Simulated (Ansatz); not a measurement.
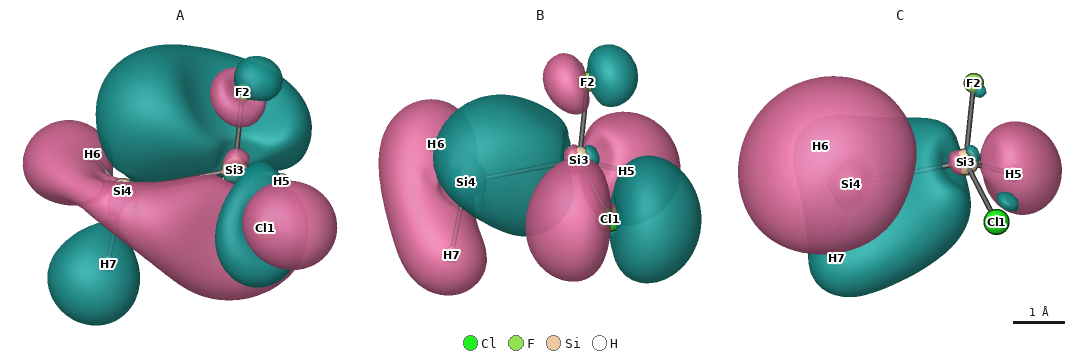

ClFH$_{3}$Si$_{2}$ (doublet). Three frontier orbitals at ±0.06 Å⁻³ᐟ² (teal and pink are the two phases), in no order.

Geometry: PBE0-D3(BJ)/def2-SVP.

Level of theory: isolated molecule in a Gaussian basis; Kohn-Sham density functional theory, functional PBE0 (Ansatz 0.2.0).

Input

```
crystal:
  periodic: [false, false, false]
  atoms:
    - {symbol: Cl, position_ang: [1.814040, 2.456917, -0.886701]}
    - {symbol: F, position_ang: [-0.931114, 3.514278, -0.286701]}
    - {symbol: Si, position_ang: [-0.210429, 2.121203, -0.701643]}
    - {symbol: Si, position_ang: [-0.494598, 0.603727, 1.031033]}
    - {symbol: H, position_ang: [-0.737082, 1.750776, -2.042592]}
    - {symbol: H, position_ang: [-1.909611, 0.200341, 1.291480]}
    - {symbol: H, position_ang: [0.399280, -0.586399, 0.911243]}
basis:
  gaussian:
    orbitals: def2-TZVPD
magnetization:
  spin_polarized: true
  initial_magnetization: 1
hamiltonian:
  xc: pbe0
output: {forces: true, orbitals: {seedname: orbitals}}
```

Command:

```sh
ansatz run input.yaml --threads 1 --pin off --max-ram 2610MiB --events-out events.jsonl --progress --plain --runs-dir runs
```

Order the three orbitals by energy and name them. All are α orbitals.

B is the HOMO−1 (α) (−8.78 eV). Its weight (Hirshfeld) is mainly on Cl1 (about 35 %), Si4 (about 25 %), Si3 (about 20 %) and H5 (about 10 %). C is the HOMO (α) (−6.72 eV). It lies mainly on Si4 (about 75 %) and Si3 (about 10 %). A is the LUMO (α) (−0.82 eV). By Hirshfeld shares it lies mainly on Si3 (about 40 %), Si4 (about 25 %) and Cl1 (about 10 %).

What is the gap between the highest occupied and lowest empty α orbitals?

5.90 eV between the orbital energies.
